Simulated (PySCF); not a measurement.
# NMR shielding calculation, with input and output: SiH$_{4}$

The run: NMR shielding calculation of SiH$_{4}$, SMILES [SiH4]. Method and program: GIAO PBE0/def2-SVP NMR shielding, non-relativistic, gas phase (PySCF 2.14.0).

The geometry comes from this level: PBE0-D3(BJ)/def2-SVP. Figures and captions count atoms from 1; the log counts them from 0 in places.

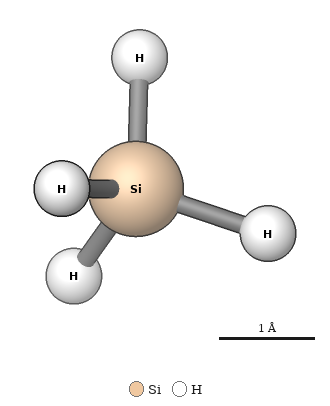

Figure 1. The input geometry (ball-and-stick view, seen at an oblique angle).

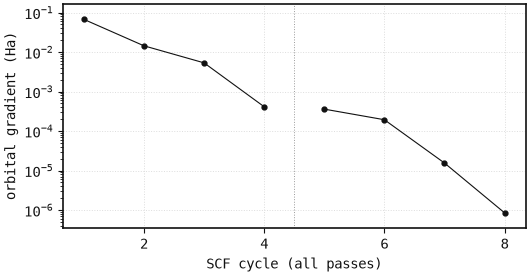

Figure 2. Convergence of the self-consistent field: orbital gradient against the SCF cycle. The dotted line marks the change from a coarse to the final integration grid. The first 4 cycles use a coarse grid, the final grid takes over at cycle 5, and the field converges after 8 cycles in all.

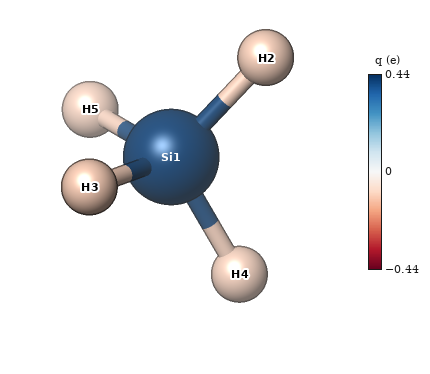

Figure 3. IAO charges, as the colour of each atom (ball-and-stick view, seen at a tilt; atoms are numbered from 1 in the order of the input). By element: Si +0.42 and H −0.10 e.

These pictures come from the run below.

### Input
```
{"job": {"kind": "nmr", "xc": "PBE0", "basis": "def2-SVP", "pop": true}, "charge": 0, "multiplicity": 1}
Si     0.018604    -0.020708    -0.019400
H     -0.175386     1.206957    -0.846261
H     -0.729147     0.120879     1.264884
H      1.472272    -0.202666     0.267685
H     -0.494253    -1.209232    -0.763398
```

The first line tells a small driver script what to run in PySCF; the rest is the geometry in Å.

Run as:
```bash
OMP_NUM_THREADS=1 python <driver script> task.json out
```

### What the program printed
```
coarse grid: 4104 points
cycle   1  E = -291.6157775983  dE = -2.929e-01  |g| = 6.754e-02  |ddm| = 1.696e+00
cycle   2  E = -291.6170497960  dE = -1.272e-03  |g| = 1.443e-02  |ddm| = 1.209e-01
cycle   3  E = -291.6171121074  dE = -6.231e-05  |g| = 5.340e-03  |ddm| = 2.973e-02
cycle   4  E = -291.6171217066  dE = -9.599e-06  |g| = 4.131e-04  |ddm| = 8.684e-03
final grid: 33416 points
cycle   5  E = -291.6528176182  dE = -1.267e-06  |g| = 3.592e-04  |ddm| = 4.454e-03
cycle   6  E = -291.6528176498  dE = -3.157e-08  |g| = 1.935e-04  |ddm| = 1.013e-03
cycle   7  E = -291.6528176635  dE = -1.373e-08  |g| = 1.549e-05  |ddm| = 3.094e-04
cycle   8  E = -291.6528176636  dE = -9.430e-11  |g| = 8.469e-07  |ddm| = 3.981e-05
converged SCF energy = -291.6528176636

GIAO shielding tensors (ppm)
atom      isotropic    diamagn.    paramagn.     s11        s22        s33       span
  0 Si     502.030     878.727    -376.697    501.852    502.026    502.212      0.360
  1 H       27.788      28.858      -1.070     25.546     25.548     32.269      6.723
  2 H       27.788      28.867      -1.080     25.547     25.548     32.268      6.721
  3 H       27.787      28.845      -1.058     25.546     25.548     32.268      6.722
  4 H       27.785      28.842      -1.057     25.545     25.546     32.265      6.720
```

### Summary

```csv
quantity,value
outcome,converged
total energy,−291.652818 hartree
HOMO,−9.83 eV
LUMO,1.46 eV
dipole moment,0.00 D
"isotropic shielding, Si",502.0 ppm
"isotropic shielding, H",27.8 ppm
hardware,"1 CPU thread, shared host"
wall time,0.85 s
peak memory,0.33 GiB
```
